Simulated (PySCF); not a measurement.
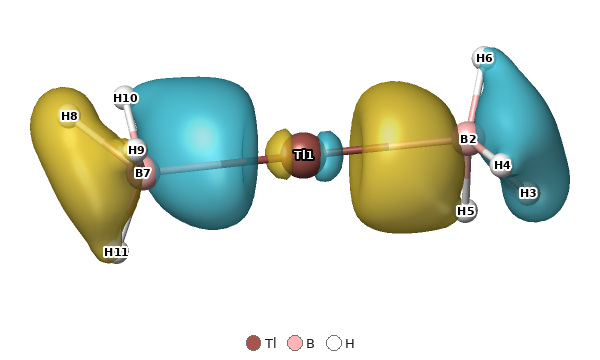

The picture shows: B₂H₈Tl (charge +1). The HOMO at ±0.15 Å⁻³ᐟ² (yellow and cyan are the two phases), seen at a tilt.

Core potentials replace the inner electrons of Tl.

These are results of RKS PBE0, Tl def2-SVP with ECP60, B def2-SVP, H def2-SVP; non-relativistic Hamiltonian with scalar-relativistic core potentials where named; density fitting (PySCF), not measurements.

The calculation's input:

```
mol = gto.M(atom='''
Tl     0.00000    -0.00002    -0.01287
B      2.23089     0.20491     0.17431
H      3.14292    -0.56402    -0.44787
H      2.50987    -0.13083     1.29795
H      2.32755    -0.79349    -0.72256
H      2.53146     1.27479    -0.28998
B     -2.23089    -0.20431     0.17499
H     -3.14292     0.56249    -0.44982
H     -2.50988     0.13526     1.29748
H     -2.32754     0.79102    -0.72528
H     -2.53146    -1.27577    -0.28565''',
    basis={'Tl': 'def2-SVP', 'B': 'def2-SVP', 'H': 'def2-SVP'},
    ecp={'Tl': 'def2-SVP'},
    charge=1, spin=0)
mf = dft.RKS(mol, xc='PBE0')
mf.grids.atom_grid = (75, 302)  # f atoms: at least (60, 302), unpruned
mf = mf.density_fit()  # Tl def2-universal-JKFIT, B def2-universal-JKFIT, H def2-universal-JKFIT
mf.conv_tol = 1e-09; mf.max_cycle = 55
mf.kernel(dm0)
```

Command:

```sh
OMP_NUM_THREADS=2 python run.py
```

**Where does this orbital lie, and at what energy?**

It lies mainly on Tl1 (about 25 %), B2 (about 20 %) and B7 (about 20 %). Its energy is −12.40 eV.
